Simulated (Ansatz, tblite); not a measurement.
# GaH2(NH2) (GaNH4): a ladder of methods and basis sets

How do method and basis change the picture of GaH2(NH2) (GaNH4) (singlet)?

Computed with Ansatz 0.2.0, Gaussian basis. Level: as each input shows.

The runs, in order: GFN1-xTB, GFN2-xTB, PBE-D4/def2-TZVP, r2SCAN-D4/def2-TZVP, CAM-B3LYP-D4/def2-TZVP, ωB97M-V/def2-TZVP, ωB97X-V/def2-TZVP, BHLYP-D4/def2-TZVP, PBE-QIDH/def2-TZVP, LC-ωPBE/def2-TZVP, HSE06-D4/def2-TZVP, PBE-D4/def2-SVP, PBE0-D4/def2-SVP, HF/STO-3G, PBE0-D4/def2-TZVPD, PBE-D4/def2-TZVPD, r2SCAN-D4/def2-TZVPD, CCSD(T)/def2-TZVPP, MP2/def2-TZVP, RPA/def2-TZVP, CCSD(T)/def2-TZVPD.

### 1 The structure

The singlet was relaxed beforehand with r2SCAN-D4/def2-TZVP.

6 atoms, charge 0, spin multiplicity 1.

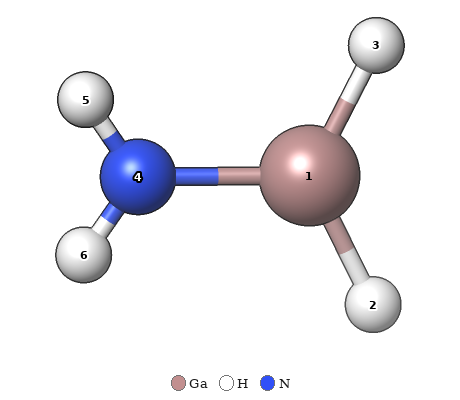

The structure; gallium pink, hydrogen white, nitrogen blue; atoms are numbered from 1 in the order of the file.

Geometry (Å):

```mol
GaH4N
  3D, bonds by distance, orders not assigned

  6  5  0  0  0  0  0  0  0  0999 V2000
    0.4319    0.7489    0.0079 Ga  0  0
    1.9006    0.6939    0.5129 H   0  0
   -0.3467    2.0003   -0.4852 H   0  0
   -0.4737   -0.8212   -0.0082 N   0  0
   -1.4279   -0.9202   -0.3146 H   0  0
   -0.0842   -1.7017    0.2872 H   0  0
  1  2  8  0
  1  3  8  0
  1  4  8  0
  4  5  8  0
  4  6  8  0
M  END
```

PBE0-D4/def2-TZVP was run before; its log isn't repeated, and its numbers join the tables.

### 2 GFN1-xTB

Tight binding, by tblite at 300 K electronic temperature and without a spin-polarisation term:

```python
tblite.interface.Calculator('GFN1-xTB', numbers, positions, charge=0, uhf=0).singlepoint()
```

Energy -181.7564 eV, HOMO -10.64 eV, LUMO -4.44 eV; 0.003 s.

### 3 GFN2-xTB

Tight binding, by tblite at 300 K electronic temperature and without a spin-polarisation term:

```python
tblite.interface.Calculator('GFN2-xTB', numbers, positions, charge=0, uhf=0).singlepoint()
```

Energy -166.9457 eV, HOMO -10.65 eV, LUMO -5.92 eV; 0.001 s.

### 4 PBE-D4/def2-TZVP

start.molden holds the orbitals of an earlier run on this state, given as this run's starting guess.

in.yaml reads:

```yaml
crystal:
  periodic: [false, false, false]
  atoms:
    - {symbol: Ga, position_ang: [0.431903, 0.748882, 0.007868]}
    - {symbol: H, position_ang: [1.900646, 0.693908, 0.512908]}
    - {symbol: H, position_ang: [-0.346740, 2.000277, -0.485150]}
    - {symbol: N, position_ang: [-0.473702, -0.821198, -0.008198]}
    - {symbol: H, position_ang: [-1.427926, -0.920201, -0.314608]}
    - {symbol: H, position_ang: [-0.084181, -1.701667, 0.287180]}
basis:
  gaussian: {orbitals: def2-TZVP, initial_orbitals: start.molden}
hamiltonian: {xc: pbe, dispersion: d4}
scf: {omitted_lower_state_checks: [starts]}
output: {orbitals: {seedname: orbitals}}
```

Started as:

```sh
$ ansatz run in.yaml --threads 4 --pin off --events-out ev --progress --plain --max-ram 3916MiB
```

Further steps of the session: r2SCAN-D4/def2-TZVP; CAM-B3LYP-D4/def2-TZVP; ωB97M-V/def2-TZVP; ωB97X-V/def2-TZVP; BHLYP-D4/def2-TZVP; PBE-QIDH/def2-TZVP; LC-ωPBE/def2-TZVP; HSE06-D4/def2-TZVP; PBE-D4/def2-SVP; PBE0-D4/def2-SVP; HF/STO-3G; PBE0-D4/def2-TZVPD; PBE-D4/def2-TZVPD; r2SCAN-D4/def2-TZVPD; CCSD(T)/def2-TZVPP; MP2/def2-TZVP; RPA/def2-TZVP; CCSD(T)/def2-TZVPD.

Before running them: what should the planned runs give, taken together? Wanted: gap in def2-TZVP, named functionals, smallest and largest; correlation energy, CCSD(T)/def2-TZVPP; correlation energy, MP2/def2-TZVP; correlation energy, CCSD(T)/def2-TZVPD; binding an atom, CCSD(T)/def2-TZVPP; PBE0 total energy, smallest basis above largest.

**Answer**, as computed:

| quantity | value |
| --- | --- |
| gap in def2-TZVP, named functionals, smallest and largest | 4.59 eV (PBE-D4), 11.57 eV (LC-ωPBE) |
| correlation energy, CCSD(T)/def2-TZVPP | -13.30 eV |
| correlation energy, MP2/def2-TZVP | -12.11 eV |
| correlation energy, CCSD(T)/def2-TZVPD | -13.11 eV |
| binding an atom, CCSD(T)/def2-TZVPP | 2.808 eV |
| PBE0 total energy, smallest basis above largest | 8.62 eV (def2-SVP, def2-TZVPD) |

**Reading.** Over the named functionals in def2-TZVP the gap runs from 4.59 eV (PBE-D4) to 11.57 eV (LC-ωPBE); exact exchange widens it. The functionals in def2-TZVP miss CCSD(T)/def2-TZVPP by -0.038 (BHLYP-D4) to +0.065 eV (ωB97X-V) an atom. CCSD(T)/def2-TZVPP isn't at the basis-set limit; small misses against it rank nothing.
